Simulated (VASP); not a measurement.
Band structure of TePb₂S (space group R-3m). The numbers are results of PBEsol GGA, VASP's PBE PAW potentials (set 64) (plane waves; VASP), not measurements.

Unless said otherwise, spin-orbit coupling is left out, though it shifts the bands of the heavy elements here.

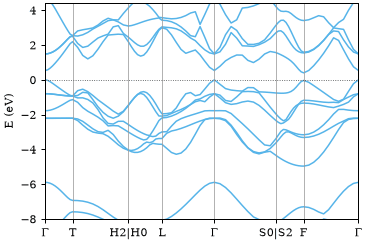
Fig. 1. Bands along high-symmetry lines, zero at the valence-band maximum or, without a gap, the Fermi level

Problem. Read the plot: is there a gap, and where are the band edges?

Solution. The gap is indirect, 0.40 eV, from the valence maximum at Γ to the conduction minimum at F. (Edges off the drawn lines would not show.)

The structure comes from a computed database's TePb2S entry (R-3m); how it stands against other phases isn't given here. It was relaxed first, which changed the volume by -6 %.
